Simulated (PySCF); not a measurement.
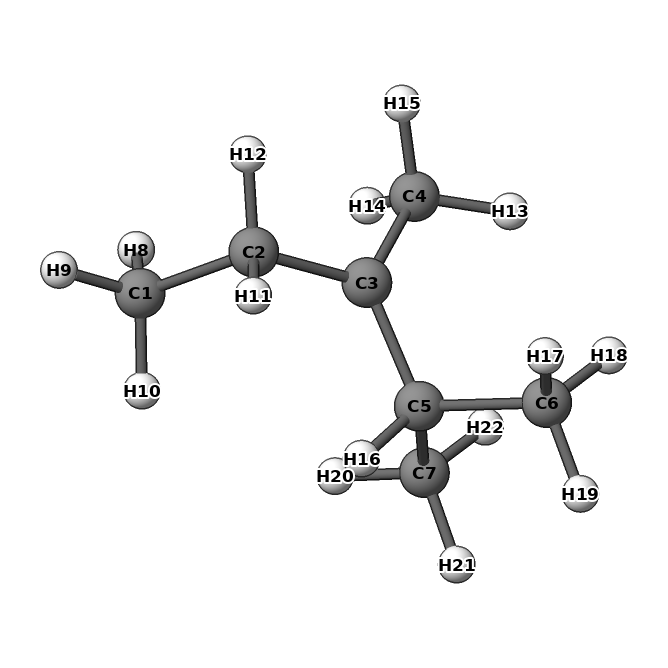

The questions are on Mulliken spin populations. State: neutral, doublet. The computed structure is the end point of a GFN2-xTB optimisation. No frequency run is at hand to confirm it as a minimum. Properties computed with UKS B3LYP, pcH-1 on C H, non-relativistic (PySCF 2.14.0).

Give the Mulliken spin populations atom by atom.

```json
{"atom": "C1", "value (e)": "0.05"}
{"atom": "C2", "value (e)": "−0.08"}
{"atom": "C3", "value (e)": "0.99"}
{"atom": "C4", "value (e)": "−0.08"}
{"atom": "C5", "value (e)": "−0.07"}
{"atom": "C6", "value (e)": "0.03"}
{"atom": "C7", "value (e)": "0.03"}
{"atom": "H8", "value (e)": "0.00"}
{"atom": "H9", "value (e)": "0.01"}
{"atom": "H10", "value (e)": "0.00"}
{"atom": "H11", "value (e)": "0.02"}
{"atom": "H12", "value (e)": "0.01"}
{"atom": "H13", "value (e)": "0.01"}
{"atom": "H14", "value (e)": "0.06"}
{"atom": "H15", "value (e)": "0.02"}
{"atom": "H16", "value (e)": "0.00"}
{"atom": "H17", "value (e)": "0.00"}
{"atom": "H18", "value (e)": "0.00"}
{"atom": "H19", "value (e)": "0.01"}
{"atom": "H20", "value (e)": "0.00"}
{"atom": "H21", "value (e)": "0.01"}
{"atom": "H22", "value (e)": "0.00"}
```

Mulliken values depend strongly on the basis set.
